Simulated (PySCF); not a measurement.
System: C6H14OSSi.

| atom | x (Å) | y (Å) | z (Å) |
| --- | --- | --- | --- |
| C | 1.8920 | 2.4111 | 0.2682 |
| C | 1.6008 | 0.9566 | 0.5978 |
| O | 0.2001 | 0.7888 | 0.7168 |
| C | -0.1812 | -0.5326 | 0.9768 |
| C | -0.2036 | -1.5184 | -0.2244 |
| C | 0.4818 | -2.8501 | -0.0347 |
| Si | -1.9097 | -1.1193 | 0.4825 |
| S | -3.3063 | 0.1588 | -0.4995 |
| C | -2.2082 | 1.3438 | -1.3487 |
| H | 1.4743 | 3.0544 | 1.0379 |
| H | 1.4416 | 2.6755 | -0.6851 |
| H | 2.9652 | 2.5711 | 0.2122 |
| H | 1.9924 | 0.2985 | -0.1920 |
| H | 2.0830 | 0.6717 | 1.5460 |
| H | 0.3011 | -0.9342 | 1.8709 |
| H | 0.0769 | -1.0399 | -1.1601 |
| H | 0.2165 | -3.5392 | -0.8339 |
| H | 1.5655 | -2.7287 | -0.0336 |
| H | 0.1877 | -3.2959 | 0.9127 |
| H | -2.6333 | -2.0636 | 1.3011 |
| H | -1.8358 | 0.8910 | -2.2623 |
| H | -2.8127 | 2.2129 | -1.5852 |
| H | -1.3930 | 1.6146 | -0.6874 |

Geometry: GFN2-xTB.

Computed with PBE0/pcSseg-1, SCF density, gas phase, non-relativistic (PySCF).

Q: What can the converged electron density and electron localisation function tell about the bonding?

A: C–O (1.40 Å): the density is about 2.1 e/Å³ at the midpoint, with its minimum of 1.8 e/Å³ about 0.5 Å from C; the ELF peaks at about 0.90 between the atoms; a shared but strongly polarised pair.
C–Si (1.89 Å): ρ at the midpoint is about 0.85 e/Å³; the ELF peaks at about 0.90 between the atoms: a covalent bond.
Si–S (2.13 Å): ρ is about 0.85 e/Å³ halfway; the ELF peaks at about 0.90 between the atoms, as expected for a shared electron pair.

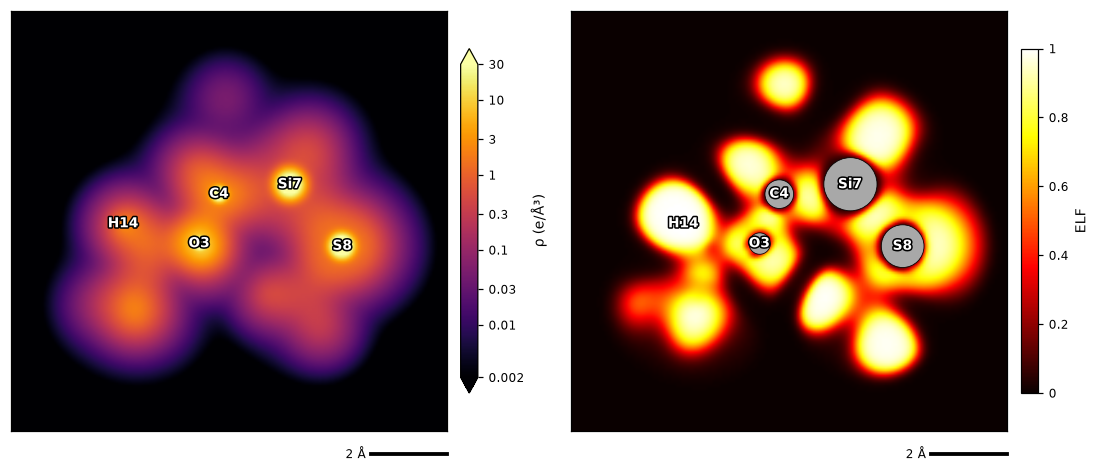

Computed electron density and electron localisation function on the plane of atoms O3, C4 and Si7, in this order. Grey discs cover the atomic cores in the ELF map. 
